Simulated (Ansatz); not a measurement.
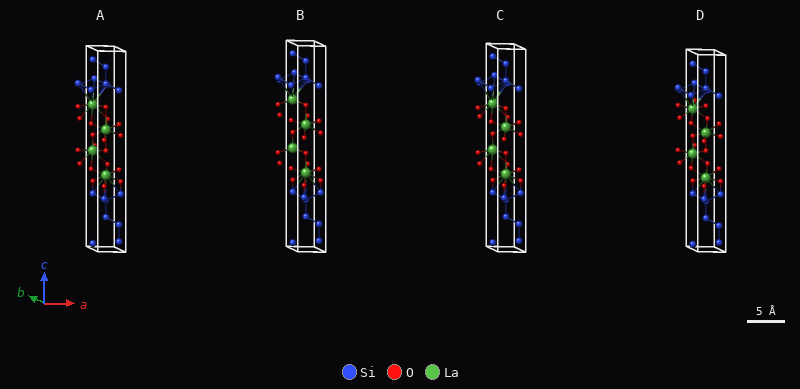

4 geometries from one relaxation of an interface cell of composition La₂Si₅O₃, in shuffled order. The picture is a ball-and-stick view of the cell of the calculation (origin shifted), seen slightly off an axis.

Case: film shifted by (0, 0) in the plane.

Method: DFT PBE, scalar-relativistic, plane waves, PAW in Ansatz. Settings: plane-wave cutoff 420 eV; k-point mesh 9 × 9 × 1; occupations gaussian; smearing width 0.05 eV; no spin polarisation; cell relaxed at fixed a, b, gamma, alpha, beta; force threshold 0.02 eV/Å; at most 70 steps.

Question: Order the frames from highest to lowest energy.

Answer: D, A, C, B. They are steps 0, 3, 6, 16, at +2.374 eV per cell of the calculation, +0.572 eV per cell of the calculation, +0.174 eV per cell of the calculation relative to the last. Over 13 accepted moves (16 points after the start) the energy falls by 2.374 eV per cell of the calculation. The largest force component goes from 2.3 to 0.012 eV/Å. The pressure goes from 2.37 to 1.73 GPa. The line search rejected the trial step at point 9 of the run. At 2 points the geometry stayed and the basis and grid were re-selected for the new cell (energy shift of 30.0 meV per cell of the calculation at most each time). The largest move relative to the cell is that of an O atom, 0.97 Å along −c. Largest moves by element: O 0.97 Å, Si 0.46 Å, La 0.44 Å. The volume changes by +4.5 %, with a = b unchanged at 3.868 Å, c 27.773 → 29.020 Å (+4.5 %). Among the contacts that change: La–O 2.505 → 4.025 Å, O–Si 2.470 → 3.848 Å, La–O 3.821 → 2.746 Å, La–O 2.726 → 3.332 Å. New bonds form: La–O (3.82 → 2.75 Å), La–O (3.82 → 2.76 Å). Bonds break: La–O (2.50 → 4.03 Å). Among the angles between lasting bonds that change: Si–La–O 116.0° → 145.1°, O–La–O 72.7° → 101.3°, Si–La–O 57.1° → 80.9°. The run took 8.4 min on 4 threads of Intel(R) Xeon(R) Processor @ 2.50GHz (Skylake/Cascade Lake), on a shared host, peak memory 1.1 GiB.
